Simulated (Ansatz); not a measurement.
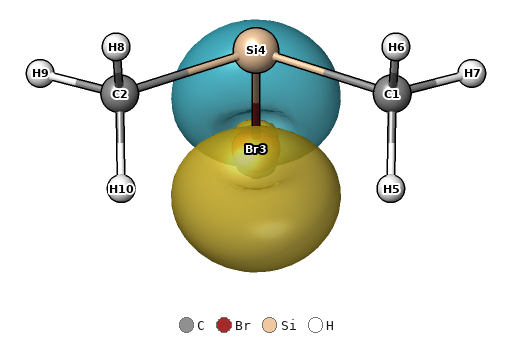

*C₂H₆BrSi (SMILES C[Si](C)Br) (doublet). The HOMO−1 (β) at ±0.2 Å⁻³ᐟ² (yellow and cyan are the two phases), seen from one side.*

Geometry: BLYP-D3(BJ)/def2-SVP.

Theory: isolated molecule in a Gaussian basis; Kohn-Sham density functional theory, functional PBE0 (Ansatz).

Input file:

```
crystal:
  periodic: [false, false, false]
  atoms:
    - symbol: C
      position_ang: [-0.927168, -1.901477, 0.754036]
    - symbol: C
      position_ang: [0.419039, 0.737205, -0.277182]
    - symbol: Br
      position_ang: [-1.256466, 0.881920, 2.676473]
    - symbol: Si
      position_ang: [-1.109309, -0.014203, 0.575329]
    - symbol: H
      position_ang: [0.002770, -2.137240, 1.314573]
    - symbol: H
      position_ang: [-0.865087, -2.374783, -0.247671]
    - symbol: H
      position_ang: [-1.785150, -2.339283, 1.299820]
    - symbol: H
      position_ang: [0.517330, 0.334847, -1.306606]
    - symbol: H
      position_ang: [0.347198, 1.840524, -0.333651]
    - symbol: H
      position_ang: [1.334732, 0.473672, 0.294307]
basis:
  gaussian:
    orbitals: def2-TZVPD
hamiltonian:
  xc: pbe0
magnetization:
  spin_polarized: true
  initial_magnetization: 1
output:
  forces: true
  orbitals: {seedname: orbitals}
```

Run with:

```sh
ansatz run input.yaml --threads 2 --pin off --max-ram 4350MiB --events-out events.jsonl --progress --plain --runs-dir runs
```

### Describe this orbital and give its energy.

By Hirshfeld shares it lies mainly on Br3 (about 90 %); largely a lone pair of Br3. Its energy is −8.38 eV.
